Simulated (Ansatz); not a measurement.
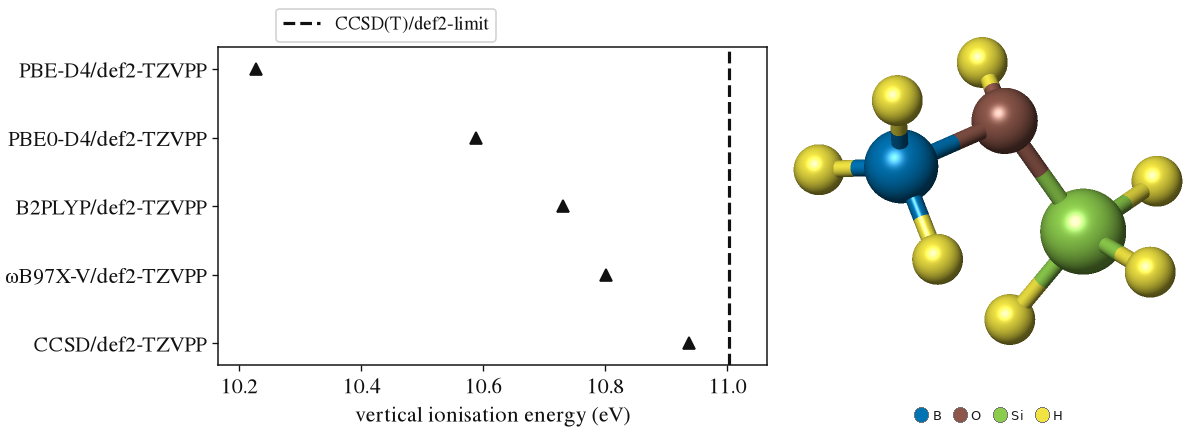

Vertical ionisation energy of BSiH₇O, SMILES [BH3-][OH+][SiH3], taken as the energy of the cation less that of the neutral at fixed geometry (unrestricted doublet cation, cores frozen in correlated methods, no spin-orbit coupling), the Ansatz code, at a PBE0-D4/def2-TZVP geometry (a minimum by its frequencies). Limit means an estimate of the basis limit from triple and quadruple zeta; for coupled cluster it is either extrapolated directly or built as the MP2 limit plus the step from MP2 in triple zeta. B2PLYP/def2-TZVPP holds a correlation term that converges slowly with the basis, so part of the distance to the limit is basis error. The distance of CCSD/def2-TZVPP to the limit includes basis error.

What range do the values span, the line included?

Answer. From 10.23 eV (PBE-D4/def2-TZVPP) to 11.00 eV (CCSD(T)/def2-limit).

Give the values.

Answer.
| level | eV | less CCSD(T)/def2-limit |
| --- | --- | --- |
| PBE-D4/def2-TZVPP | 10.23 | −0.78 |
| PBE0-D4/def2-TZVPP | 10.59 | −0.42 |
| B2PLYP/def2-TZVPP | 10.73 | −0.27 |
| ωB97X-V/def2-TZVPP | 10.80 | −0.20 |
| CCSD/def2-TZVPP | 10.94 | −0.07 |
| CCSD(T)/def2-limit | 11.00 | 0.00 |
